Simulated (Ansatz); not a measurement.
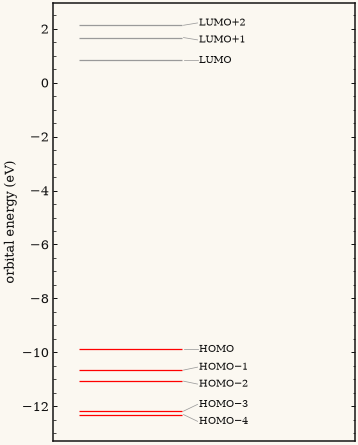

C₂H₆AlFO, SMILES C[O][AlH][CH2]F, singlet. Kohn-Sham orbital energies near the frontier, ωB97M-V/def2-TZVPP with the Ansatz code, at a PBE0-D4/def2-TZVP geometry (no frequency check), isolated molecule; empty levels in grey, levels within 0.03 eV side by side.

Q: Where do the frontier orbitals lie?

A: HOMO at −9.89 eV, LUMO at 0.83 eV, 10.72 eV apart.

Q: How far below the HOMO does the next level lie?

A: 0.77 eV.

Q: List the levels.

A:
```tsv
orbital	energy (eV)
LUMO+2	2.13
LUMO+1	1.67
LUMO	0.83
HOMO	−9.89
HOMO−1	−10.66
HOMO−2	−11.07
HOMO−3	−12.18
HOMO−4	−12.31
```

Note: one conformer of a flexible molecule; empty levels above zero depend strongly on the basis.
